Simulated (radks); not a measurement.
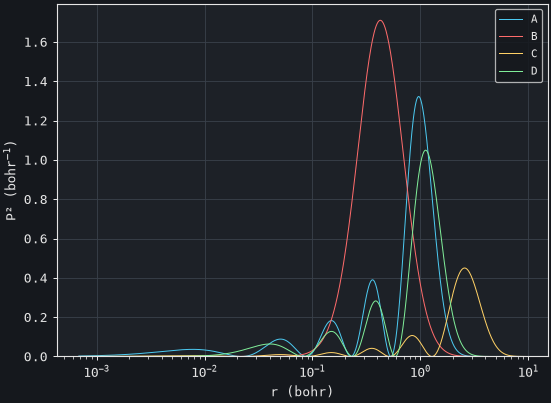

W⁺ (Z = 74, 73 electrons) in the configuration [Xe] 4f14 5d4 6s1 (5d3/2: 4). Method: Dirac Kohn-Sham, relativistic LDA (MacDonald-Vosko exchange, VWN5 correlation), spin-unpolarised, spherical densities, finite nucleus; computed with the in-house radial solver radks.

The plot shows the radial probability densities P² (large components) of 5s, 6s, 4f5/2 and 5p3/2.

### Which curve belongs to which orbital?

A is 5s; B is 4f5/2; C is 6s; D is 5p3/2. 4f5/2: outer maximum at 0.425 bohr, ⟨r⟩ = 0.603 bohr, 0 nodes, eigenvalue −41.9 eV; 5s: outer maximum at 0.965 bohr, ⟨r⟩ = 1.07 bohr, 4 nodes, eigenvalue −85.7 eV; 5p3/2: outer maximum at 1.12 bohr, ⟨r⟩ = 1.29 bohr, 3 nodes, eigenvalue −47.6 eV; 6s: outer maximum at 2.57 bohr, ⟨r⟩ = 2.96 bohr, 5 nodes, eigenvalue −12.3 eV.
